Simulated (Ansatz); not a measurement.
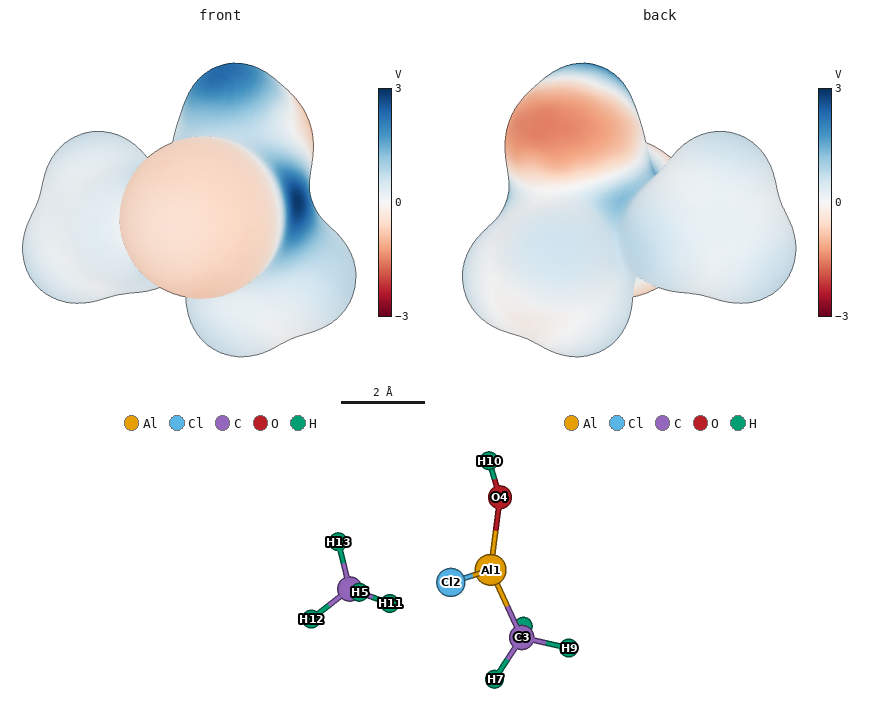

Figure 1: CH₄AlClO···CH₄. The electrostatic potential painted on the density surface at 0.002 e/bohr³, seen from the front and from behind; the colour scale runs from red (negative) to blue (positive). The bare structure is drawn below in the same view.

Computed with RKS B3LYP/def2-SVP (Ansatz 0.2.0).

The calculation's input:

```
crystal:
  periodic: [false, false, false]
  atoms:
    - { symbol: Al, position_ang: [0.019395, -1.206682, -0.282022] }
    - { symbol: Cl, position_ang: [1.20342, -0.95537, -2.118257] }
    - { symbol: C, position_ang: [0.836037, -1.219615, 1.47062] }
    - { symbol: O, position_ang: [-1.644004, -1.52703, -0.428384] }
    - { symbol: H, position_ang: [0.315218, 1.357116, -1.21499] }
    - { symbol: C, position_ang: [-0.251732, 2.03728, -0.583669] }
    - { symbol: H, position_ang: [1.770216, -0.637249, 1.50532] }
    - { symbol: H, position_ang: [0.144915, -0.822657, 2.231624] }
    - { symbol: H, position_ang: [1.080147, -2.255324, 1.763411] }
    - { symbol: H, position_ang: [-2.144102, -1.597993, -1.248173] }
    - { symbol: H, position_ang: [-0.410884, 1.605815, 0.417957] }
    - { symbol: H, position_ang: [0.309042, 2.976477, -0.468904] }
    - { symbol: H, position_ang: [-1.227768, 2.245133, -1.044334] }
basis:
  gaussian: { orbitals: def2-SVP }
hamiltonian:
  xc: b3lyp
relax:
  f_tol: 0.03
  max_steps: 50
output:
  orbitals: {}
```

Run with:

```sh
ansatz run input.yaml --threads 2 --pin off --max-ram 3072MiB --backend cpu --events-out ev --progress --plain --runs-dir out
```

The fields are those of the run's last geometry, not of the input's.

Which sites attract a positive test charge, and which a negative one?

A positive charge is drawn to the negative regions and a negative charge to the positive ones. The most negative region (about −1.5 V, or −35 kcal/mol for a unit charge) lies over O4, the most positive (about +2.6 V, or +60 kcal/mol for a unit charge) over Al1. O4 is the likeliest acceptor of a hydrogen bond.
